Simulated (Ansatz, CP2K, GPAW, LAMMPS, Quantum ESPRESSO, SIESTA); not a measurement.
# Running ionic liquid MMIM+ methanesulfonate with Li salt at 400 K (210 atoms) with SIESTA

Wanted: SIESTA inputs and outputs for ionic liquid MMIM+ methanesulfonate with Li salt at 400 K (210 atoms), checked against a plane-wave reference.

Calculated with SIESTA 5.4.2; the method is named at each step.

**1. Starting point**

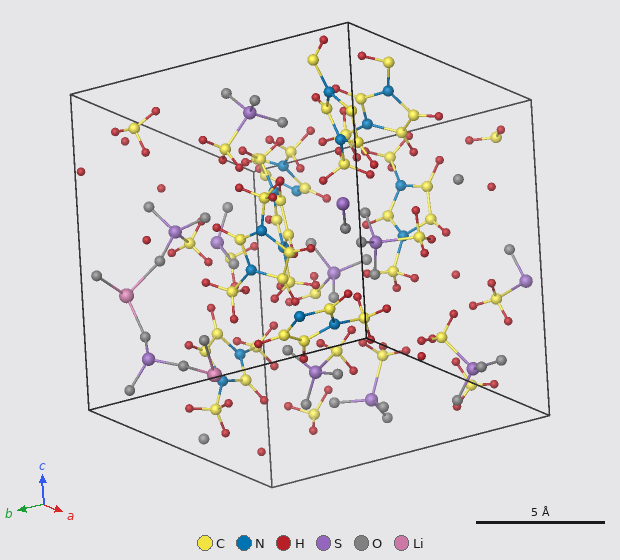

Start, viewed from a free direction; carbon yellow, nitrogen blue, hydrogen red, sulfur purple, oxygen grey, lithium pink. Bonds to atoms that aren't drawn are left out. Some periodic images of atoms are drawn too.

The cell holds 210 atoms: 50 C, 16 N, 102 H, 10 S, 30 O and 2 Li. Cell: a = 13.042 Å, b = 13.042 Å, c = 13.042 Å, α = 90.0°, β = 90.0°, γ = 90.0°. 8 MMIM+, 10 methanesulfonate, 2 Li+ placed at random, at 1.3 g/cm³; overlaps pushed apart, then 10 ps at 700 K with Joung-Cheatham ions (J. Phys. Chem. B 112, 9020 (2008)); MMFF94 bonds, angles, torsions, charges and radii (Halgren, J. Comput. Chem. 17, 490 (1996)) in harmonic and 12-6 forms; charges of ions scaled by 0.8. Snapshot after 30 ps at 400 K and fixed volume.

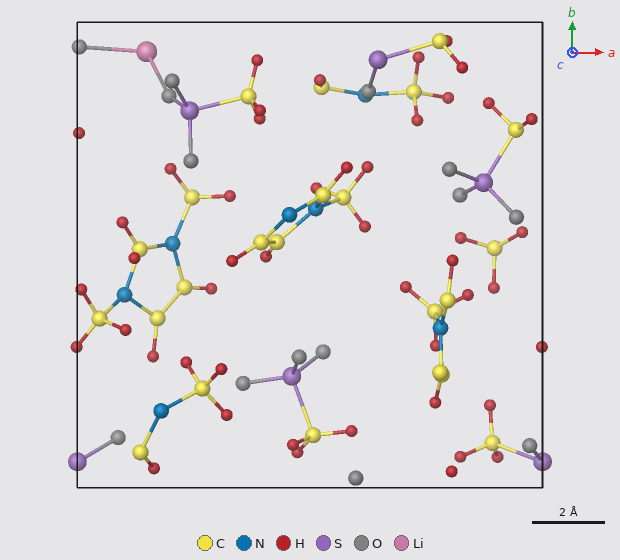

A slice 6 Å thick through the middle of the cell. Bonds to atoms that aren't drawn are left out.

The yardstick, on the same geometry:

| Item | Value |
| --- | --- |
| method | Kohn-Sham DFT, PBE, SSSP efficiency 1.3.0 pseudopotentials, plane waves (Quantum ESPRESSO 7.5); sssp-pbe-1.3.0-efficiency, cutoffs 60/480 Ry, Γ point |
| r.m.s. force component | 1.152 eV/Å |
| longest force | 5.15 eV/Å |
| pressure | 3.919 GPa |
| gap (highest filled to lowest empty level) | 2.381 eV |
| time | 6.4 min on 4 MPI ranks of Arm Neoverse V2, shared host |
| CPU time | 26 min |

**2. PBE, DZP, shift 0.01 Ry, mesh 500 Ry**

Method: Kohn-Sham DFT, PBE, PseudoDojo 0.4.1 norm-conserving pseudopotentials (converted to PSML), numerical atomic orbitals (DZP), diagonalisation.

The .psml files are PseudoDojo norm-conserving potentials that we converted to this format, checked against plane waves on the same files for H, C, O, Si, Ge and Ca alone.

Input file input.fdf:

```
SystemLabel cell
NumberOfAtoms 210
NumberOfSpecies 6
%block ChemicalSpeciesLabel
  1 6 C
  2 7 N
  3 1 H
  4 16 S
  5 8 O
  6 3 Li
%endblock ChemicalSpeciesLabel
LatticeConstant 1.0 Ang
%block LatticeVectors
  13.04169 0.00000 0.00000
  0.00000 13.04169 0.00000
  0.00000 0.00000 13.04169
%endblock LatticeVectors
PAO.BasisSize DZP
PAO.EnergyShift 0.01 Ry
PAO.Polarization.NonPerturbative T
XC.Functional GGA
XC.Authors PBE
MeshCutoff 500 Ry
%block kgrid_Monkhorst_Pack
  1 0 0 0.0
  0 1 0 0.0
  0 0 1 0.0
%endblock kgrid_Monkhorst_Pack
SolutionMethod diagon
OccupationFunction FD
ElectronicTemperature 580 K
SCF.Mixer.Method Pulay
SCF.Mixer.Weight 0.15
SCF.Mixer.History 8
SCF.Mix Hamiltonian
MaxSCFIterations 300
SCF.DM.Tolerance 1e-04
SCF.H.Tolerance 1.0e-3 eV
WriteForces T
Write.HirshfeldPop T
Write.VoronoiPop T
Write.DM F
Write.H F
XML.Write F
AtomicCoordinatesFormat Fractional
%block AtomicCoordinatesAndAtomicSpecies
  0.31336 0.20238 0.18683 1
  0.21688 0.24748 0.15414 2
  0.19612 0.34622 0.11816 1
  0.09241 0.35020 0.11203 1
  0.04859 0.26331 0.14058 2
  0.94217 0.23449 0.13605 1
  0.12268 0.20237 0.16883 1
  0.37684 0.22415 0.13894 3
  0.32987 0.23231 0.26481 3
  0.30828 0.11717 0.19587 3
  0.26269 0.39294 0.08892 3
  0.04427 0.41262 0.08646 3
  0.94658 0.15615 0.12208 3
  0.90396 0.26028 0.20612 3
  0.90850 0.26849 0.06748 3
  0.11142 0.12635 0.19683 3
  0.42914 0.61133 0.81122 1
  0.45609 0.58639 0.70942 2
  0.39522 0.52720 0.65304 1
  0.42883 0.52767 0.55255 1
  0.51226 0.59983 0.55038 2
  0.57192 0.62358 0.46004 1
  0.52867 0.62913 0.64730 1
  0.46074 0.55668 0.86407 3
  0.45897 0.68396 0.82595 3
  0.34374 0.61867 0.81914 3
  0.33288 0.48722 0.68730 3
  0.40544 0.49673 0.47945 3
  0.51407 0.64351 0.39784 3
  0.62375 0.68913 0.47475 3
  0.61826 0.56108 0.44782 3
  0.57935 0.68803 0.67466 3
  0.71865 0.68510 0.92216 1
  0.79550 0.76384 0.91495 2
  0.79984 0.85790 0.95963 1
  0.89830 0.89354 0.94026 1
  0.94772 0.81674 0.88524 2
  0.05560 0.81600 0.86394 1
  0.87999 0.74424 0.85984 1
  0.74130 0.62501 0.98125 3
  0.64272 0.71026 0.94766 3
  0.70503 0.64613 0.85787 3
  0.74686 0.86935 0.02116 3
  0.94565 0.94488 0.98419 3
  0.07021 0.79008 0.78546 3
  0.07894 0.89878 0.87738 3
  0.09224 0.75871 0.91494 3
  0.89219 0.67725 0.81556 3
  0.30632 0.05803 0.96182 1
  0.38383 0.11463 0.90318 2
  0.46346 0.07981 0.83764 1
  0.52167 0.16308 0.81649 1
  0.47291 0.25217 0.85162 2
  0.50822 0.35366 0.84942 1
  0.38801 0.21577 0.90241 1
  0.24216 0.11092 0.97869 3
[... 150 atom lines left out ...]
  0.57810 0.17159 0.17260 3
  0.64001 0.09053 0.25416 3
  0.14914 0.93716 0.38448 6
  0.12347 0.62515 0.05691 6
%endblock AtomicCoordinatesAndAtomicSpecies
```

Run with:

```bash
> OMP_NUM_THREADS=1 mpirun -np 4 siesta < input.fdf > output.txt
```

Log:

```text
Version         : 5.4.2
reinit: System Name:
reinit: System Label: cell
initatom: Reading input for the pseudopotentials and atomic orbitals ----------
Species number:   1 Atomic number:    6 Label: C
Species number:   2 Atomic number:    7 Label: N
Species number:   3 Atomic number:    1 Label: H
Species number:   4 Atomic number:   16 Label: S
Species number:   5 Atomic number:    8 Label: O
Species number:   6 Atomic number:    3 Label: Li
Ground state valence configuration (from tables):   2s02  2p02  3d00  4f00
Ground state valence configuration (from tables):   2s02  2p03  3d00  4f00
Ground state valence configuration (from tables):   1s01  2p00  3d00  4f00
Ground state valence configuration (from tables):   3s02  3p04  3d00  4f00
Ground state valence configuration (from tables):   2s02  2p04  3d00  4f00
Ground state valence configuration (from tables):   2s01  2p00  3d00  4f00
---- Processing specs for species: C
GGA--PBE XC_GGA_X_PBE--XC_GGA_C_PBE pb
---- Processing specs for species: N
GGA--PBE XC_GGA_X_PBE--XC_GGA_C_PBE pb
---- Processing specs for species: H
GGA--PBE XC_GGA_X_PBE--XC_GGA_C_PBE pb
---- Processing specs for species: S
GGA--PBE XC_GGA_X_PBE--XC_GGA_C_PBE pb
---- Processing specs for species: O
GGA--PBE XC_GGA_X_PBE--XC_GGA_C_PBE pb
---- Processing specs for species: Li
GGA--PBE XC_GGA_X_PBE--XC_GGA_C_PBE pb
Semicore shell(s) with  2 electrons included in the valence for Li
Semicore shell(s): 1s
C pseudopotential only contains V_ls up to l=1 -- lmxkb reset.
N pseudopotential only contains V_ls up to l=1 -- lmxkb reset.
H pseudopotential only contains V_ls up to l=1 -- lmxkb reset.
S pseudopotential only contains V_ls up to l=2 -- lmxkb reset.
O pseudopotential only contains V_ls up to l=2 -- lmxkb reset.
Li pseudopotential only contains V_ls up to l=1 -- lmxkb reset.
Using PAO.SplitTailNorm
%block ChemicalSpeciesLabel
    1    6 C                       # Species index, atomic number, species label
[... lines left out ...]
Total number of electrons:   628.000000
[... lines left out ...]
Gamma-point calculation with multiply-connected orbital pairs
Folding of H and S implicitly performed
Folding of H and S implicitly performed
new_DM -- step:     1
Initializing Density Matrix...
Attempting to read DM from file... Failed...
DM filled with atomic data:
InitMesh: MESH = 180 x 180 x 180 = 5832000
InitMesh: Mesh cutoff (required, used) =   500.000   526.477 Ry
stepf: Fermi-Dirac step function
        iscf     Eharris(eV)        E_KS(eV)     FreeEng(eV)     dDmax    Ef(eV) dHmax(eV)
   scf:    1   -30887.705249   -31070.707584   -31070.707584  1.936120 -5.119183  7.854743
   scf:    2   -31160.968328   -31119.513404   -31119.513404  0.087074 -4.768558  4.835735
   scf:    3   -31158.967510   -31149.609989   -31149.609989  0.145803 -4.252240  1.399093
[...]
scf:   11   -31150.782180   -31150.782172   -31150.782172  0.000314 -4.018181  0.001156
   scf:   12   -31150.782174   -31150.782173   -31150.782173  0.000060 -4.018315  0.000641
SCF Convergence by DM+H criterion
max |DM_out - DM_in|         :     0.0000599960
max |H_out - H_in|      (eV) :     0.0006411673
SCF cycle converged after 12 iterations
Using DM_out to compute the final energy and forces
siesta: E_KS(eV) =           -31150.7822
siesta: E_KS - E_eggbox =    -31150.7822
siesta: Atomic forces (eV/Ang):
     1   -0.219282   -0.480283    1.482754
     2   -1.574108   -0.621651    0.118021
     3    2.617492   -0.264237   -0.566917
[...]
209    0.019408   -0.258754   -0.073049
   210   -0.176372    0.083675    0.334214
----------------------------------------
   Tot   -0.017228   -0.007305   -0.024666
----------------------------------------
   Max    6.579783
   Res    1.568540    sqrt( Sum f_i^2 / 3N )
----------------------------------------
   Max    6.579783    constrained
Stress tensor Voigt[x,y,z,yz,xz,xy] (kbar):      -73.85     -100.39      -70.07       -4.69        9.78       -1.38
(Free)E + p*V (eV/cell)   -31038.0371
Target enthalpy (eV/cell)   -31150.7822
siesta: Program's energy decomposition (eV):
siesta: Ebs     =     -8983.694005
siesta: Eions   =     49919.389862
siesta: Ena     =     10870.143677
siesta: Ekin    =     20954.572405
siesta: Enl     =     -3038.227584
siesta: DEna    =      -431.792717
siesta: DUscf   =        65.682709
siesta: Ex      =     -8927.513656
siesta: Ec      =      -724.257146
siesta: Exc     =     -9651.770802
siesta: Eharris =    -31150.782174
siesta: Etot    =    -31150.782173
siesta: FreeEng =    -31150.782173
siesta: Final energy (eV):
siesta:  Band Struct. =   -8983.694005
siesta:       Kinetic =   20954.572405
siesta:       Hartree =   16651.592897
siesta:         Exch. =   -8927.513656
siesta:         Corr. =    -724.257146
siesta:   Exch.-corr. =   -9651.770802
siesta:  Ion-electron =  -52480.696884
siesta:       Ion-ion =   -6624.479789
siesta:         Total =  -31150.782173
siesta:         Fermi =      -4.018315
siesta: Stress tensor (static) (eV/Ang**3):
siesta:    -0.046093   -0.000860    0.006102
siesta:    -0.000860   -0.062657   -0.002926
siesta:     0.006102   -0.002926   -0.043732
siesta: Cell volume =       2218.204687 Ang**3
siesta: Pressure (static):
siesta:                Solid            Molecule  Units
siesta:           0.00055358          0.00048229  Ry/Bohr**3
siesta:           0.05082716          0.04428175  eV/Ang**3
siesta:          81.43408196         70.94718899  kBar
    Orbital volume contribution        =          61.383231 eV
    (Free)E + p_basis*V_orbitals       =      -31089.398941 eV
    (Free)Eharris+ p_basis*V_orbitals  =      -31089.398942 eV
Hirshfeld Atomic Populations:
Atom #   charge [q] valence [e]  Species
     1    -0.012687    4.012687  C
     2     0.072700    4.927300  N
     3     0.012953    3.987047  C
     4     0.002538    3.997462  C
     5     0.085481    4.914519  N
[...]
8     0.039471    0.960529  H
     9     0.031473    0.968527  H
    10     0.049664    0.950336  H
[...]
18     0.078944    4.921056  N
[...]
130     0.428086    5.571914  S
   131    -0.266111    6.266111  O
   132    -0.294921    6.294921  O
   133    -0.263051    6.263051  O
[...]
138     0.379800    5.620200  S
[...]
146     0.442634    5.557366  S
[...]
209     0.115175    2.884825  Li
   210     0.154513    2.845487  Li
--------------------
 Total     0.000027
Voronoi Atomic Populations:
Atom #   charge [q] valence [e]  Species
[...]
114     0.061547    4.938453  N
[...]
117     0.069065    4.930935  N
[...]
193    -0.066494    4.066494  C
   194     0.521465    5.478535  S
[...]
201    -0.080346    4.080346  C
   202     0.506029    5.493971  S
[...]
204    -0.369952    6.369952  O
   205    -0.417338    6.417338  O
[...]
207     0.016104    0.983896  H
   208     0.000812    0.999188  H
   209     0.011169    2.988831  Li
   210     0.059850    2.940150  Li
--------------------
 Total     0.000027
```

Wall time 1.8 min (4 MPI ranks of Arm Neoverse V2, shared host); peak memory 3.5 GiB; 7.2 min of CPU time.

Banners, paths, timers and routine set-up lines are dropped from the logs unmarked, and long logs keep their key lines alone; longer cuts are marked.

Compared with the plane-wave run:

```
r.m.s. force component                           : 1.569 eV/Å
r.m.s. difference of force components            : 644 meV/Å
longest difference of force vectors              : 2783 meV/Å
force difference over r.m.s. force               : 55.89 %
slope of forces against the reference's          : 1.27
correlation of force components                  : 0.9332
gap (highest filled to lowest empty level) : 2.291 eV
gap difference                                   : -0.0904 eV
pressure                                         : 8.143 GPa
pressure difference                              : 4.224 GPa
```

This run lies far from the reference in forces at the same functional.

Length of the force difference by element (eV/Å):

```
element  atoms   mean   most
      C     50   0.47    1.0
      H    102   0.62    1.0
     Li      2  0.045  0.061
      N     16   0.66    1.0
      O     30    2.5    2.8
      S     10    1.3    1.6
```

Levels nearest the highest filled one (eV from it): -1.26, -1.13, -0.99, -0.92, -0.88, -0.78, -0.71, -0.62, -0.37, -0.24, -0.22, 0.00, 2.29, 2.40, 2.50, 2.69, 2.75, 2.80, 2.85, 2.95, 3.32, 3.39, 3.39, 3.42.

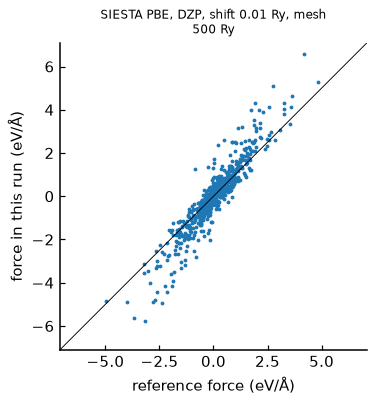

Force components against those of the reference; the line marks equality.

A closer look about N85, picked at random: 11 atoms, nearest first, numbered in the order of the input, with positions taken from that point.

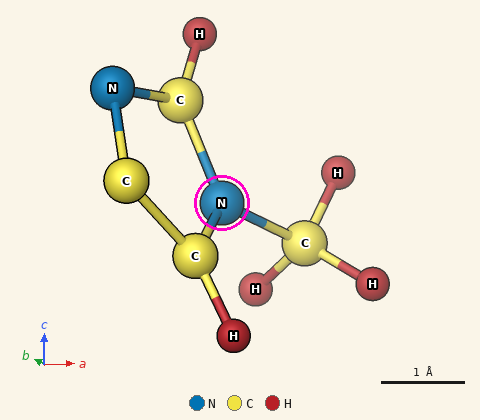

The atoms of the table, within 2.2 Å (arrows a, b, c point along x, y, z); some may hide others; the central atom is ringed.

```
atom      x      y      z  distance (Å)  bonds  Hirshfeld charge (e)     Fx     Fy  Fz (eV/Å)
 N85   0.00   0.00   0.00          0.00      3                  0.07   0.84  -1.57       0.46
 C87  -0.46   0.27   1.23          1.34      3                  0.06   0.38   1.38      -0.04
 C84  -0.58  -1.16  -0.51          1.39      3                  0.03  -0.60   0.09       1.22
 C86   1.16   0.63  -0.58          1.44      4                 -0.02   0.62   0.04       1.07
 H95   0.71   1.36  -1.21          1.95      1                  0.03   0.40   1.09      -1.83
 H93   1.69   1.17   0.21          2.07      1                  0.02   0.27   0.17       0.09
 H94   1.84  -0.12  -1.01          2.10      1                  0.04  -0.01   0.12      -0.62
 N82  -1.47  -0.54   1.49          2.16      3                  0.06  -0.73  -3.00      -1.15
 H92  -0.20  -1.61  -1.45          2.17      1                  0.06  -0.37  -0.02       0.29
 H96  -0.07   0.99   1.96          2.19      1                  0.04  -0.09   0.75      -0.31
 C83  -1.51  -1.54   0.47          2.21      3                  0.01  -1.03  -0.02       0.00
```

Forces lie 56 % from the reference's, at 0.28 times its CPU time.

**3. PBE, SZ, shift 0.01 Ry, mesh 500 Ry**

Method: Kohn-Sham DFT, PBE, PseudoDojo 0.4.1 norm-conserving pseudopotentials (converted to PSML), numerical atomic orbitals (SZ), diagonalisation.

input.fdf: that of step 2 with these lines changed.

```diff
@@ -17,3 +17,3 @@
 %endblock LatticeVectors
-PAO.BasisSize DZP
+PAO.BasisSize SZ
 PAO.EnergyShift 0.01 Ry
```

Run with:

```bash
> OMP_NUM_THREADS=1 mpirun -np 2 siesta < input.fdf > output.txt
```

Log:

```text
Version         : 5.4.2
reinit: System Name:
reinit: System Label: cell
initatom: Reading input for the pseudopotentials and atomic orbitals ----------
Species number:   1 Atomic number:    6 Label: C
Species number:   2 Atomic number:    7 Label: N
Species number:   3 Atomic number:    1 Label: H
Species number:   4 Atomic number:   16 Label: S
Species number:   5 Atomic number:    8 Label: O
Species number:   6 Atomic number:    3 Label: Li
Ground state valence configuration (from tables):   2s02  2p02  3d00  4f00
[... lines left out ...]
SCF Convergence by DM+H criterion
[... lines left out ...]
SCF cycle converged after 46 iterations
[... lines left out ...]
   Max   18.468183
[... lines left out ...]
   Max   18.468183    constrained
Stress tensor Voigt[x,y,z,yz,xz,xy] (kbar):     -359.58     -417.44     -357.60      -27.41       29.02      -17.52
[... lines left out ...]
siesta: FreeEng =    -30789.114709
[... lines left out ...]
siesta:         Fermi =      -3.684526
[... lines left out ...]
siesta:         378.20845607        322.62584390  kBar
[... lines left out ...]
     1    -0.010993    4.010993  C
     2     0.043440    4.956560  N
     3    -0.008111    4.008111  C
     4    -0.013892    4.013892  C
     5     0.058466    4.941534  N
[...]
8     0.049765    0.950235  H
     9     0.042372    0.957628  H
    10     0.056718    0.943282  H
[...]
18     0.056365    4.943635  N
[...]
130     0.728898    5.271102  S
   131    -0.395778    6.395778  O
   132    -0.406077    6.406077  O
   133    -0.384751    6.384751  O
[...]
138     0.703479    5.296521  S
[...]
146     0.772066    5.227934  S
[...]
209     0.177350    2.822650  Li
   210     0.210195    2.789805  Li
--------------------
 Total    -0.000020
Voronoi Atomic Populations:
Atom #   charge [q] valence [e]  Species
[...]
114     0.012266    4.987734  N
[...]
117     0.010920    4.989080  N
[...]
193    -0.096693    4.096693  C
   194     0.791883    5.208117  S
[...]
201    -0.104367    4.104367  C
   202     0.784853    5.215147  S
[...]
204    -0.420311    6.420311  O
   205    -0.429080    6.429080  O
[...]
207    -0.008551    1.008551  H
   208    -0.017950    1.017950  H
   209     0.119170    2.880830  Li
   210     0.136351    2.863649  Li
--------------------
 Total    -0.000020
```

It took 3.3 min on 2 MPI ranks; peak memory 1.7 GiB; 6.6 min of CPU time.

Compared with the plane-wave run:

| Quantity | Value |
| --- | --- |
| r.m.s. force component | 4.294 eV/Å |
| r.m.s. difference of force components | 3697 meV/Å |
| longest difference of force vectors | 16050 meV/Å |
| force difference over r.m.s. force | 320.8 % |
| slope of forces against the reference's | 2.298 |
| correlation of force components | 0.6165 |
| pressure | 37.82 GPa |
| pressure difference | 33.9 GPa |

This is a coarse setting, run to see what it loses.

Against the first run (56 %), the force difference from the reference is 321 %, at 0.92 times the CPU time (on 2 against 4 cores) (46 SCF steps against 12), with 530 basis functions against 1900: the smaller basis costs accuracy.

The difference per atom is largest on O (15 eV/Å on average, against 4.0 on H).

(Part 1 of 2 ends here.)

[Also dropped from logs without a mark: logging warnings of Python, and SIESTA's first energy breakdown and zero terms.]

[Logs are printed without paths, hosts, clocks, repeated set-up lines and the standing remarks that a program may print on its own settings, such as how far it seeks lower states.]

[Hosts, paths, dates, database ids (printed as entryN), source tags and the programs' standing remarks are cut or masked in the printed files.]

[The MMFF94 radii named for the starting cell were scaled by 0.96; in molecules described by MMFF94, hydrogen bound to N, O or S took a small fixed 12-6 site in their place.]
